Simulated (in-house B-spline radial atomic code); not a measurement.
RPA and GW calculation for Ca⁸⁺

- system: Ca⁸⁺, configuration [Ne] 3s2.
- method: RPA, second-order and SOSEX correlation energies and G0W0 (contour deformation) on a scalar-relativistic (spin-free one-electron X2C) mean field, all electrons, B-spline basis (in-house B-spline radial atomic code)

Summary:

- outcome: converged
- mean-field total energy: −657.76890 hartree
- total energy with exact exchange alone: −657.76890 hartree
- exact exchange energy: −31.25109 hartree
- RPA correlation, extrapolated in the angular momentum of the empty orbitals: −0.80303 hartree
- RPA correlation, as summed: −0.79922 hartree
- direct second-order term: −0.90726 hartree
- second-order exchange term: 0.33621 hartree
- SOSEX term: 0.29905 hartree
- hardware: 1 thread of Intel Xeon (Sapphire Rapids), 64 GiB of memory available, shared host
- wall time: 5.9 s

Notes:

Caveats: spin-orbit coupling, Breit and QED terms are absent.

The input:
```
Z = 20
electrons = 12.0
configuration = [Ne] 3s2
hamiltonian = x2c
method = kli
lmax = 9
rms_radius = 3.4776
spin_polarised = False
box_radius = 7.7
intervals = 98
ion_configuration = [Ne] 3s1
```

Launched within a batch (the task file carries these settings):
```bash
python <driver script> task.json out
```

The program writes its results to a structured record and prints no log; tables and figures of this report are taken from that record.

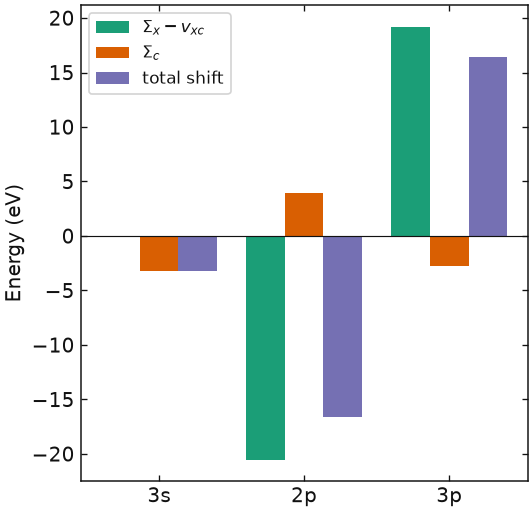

Fig. 1: Parts of the G₀W₀ correction to each level for Ca⁸⁺ ([Ne] 3s²). All-electron spherical atom, scalar X2C, exchange-only KLI start, no spin-orbit coupling, Breit or QED terms; computed with a B-spline radial code. The quasi-particle equation is solved at full frequency; levels of low quasi-particle weight Z are left out. Σ columns are in eV, and Σc holds an estimate for the angular momenta beyond the basis. G₀W₀ moves the highest occupied level, 3s, from −186.37 to −189.56 eV (renormalisation factor Z = 0.96). The empty level 3p goes from −165.04 to −148.61 eV.

```csv
Level,Mean field (eV),Σx − vxc (eV),Σc (eV),Z,G₀W₀ (eV)
3s,−186.37,0.00,−3.19,0.96,−189.56
2p,−511.91,−20.51,3.91,0.96,−528.52
3p,−165.04,19.22,−2.78,0.94,−148.61
```

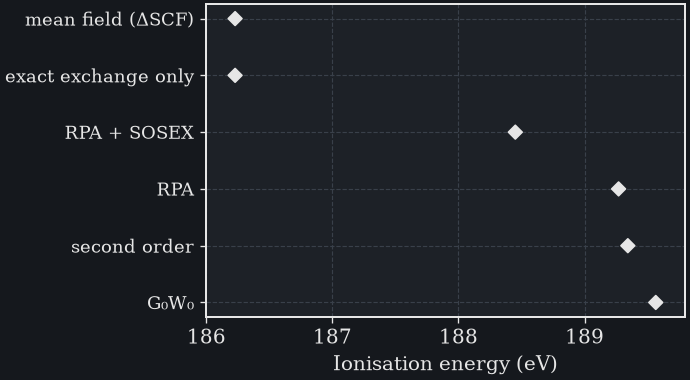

Fig. 2: Ionisation energy of Ca⁸⁺ ([Ne] 3s² → [Ne] 3s). Differences of total energies, each species on its own start, beside the G₀W₀ level.

```csv
Method,Ionisation energy (eV)
mean field (ΔSCF),186.23
exact exchange only,186.23
second order,189.34
RPA,189.27
RPA + SOSEX,188.45
G₀W₀,189.56
```

The values run from 186.23 eV (mean field (ΔSCF) and exact exchange only) to 189.56 eV (G₀W₀).
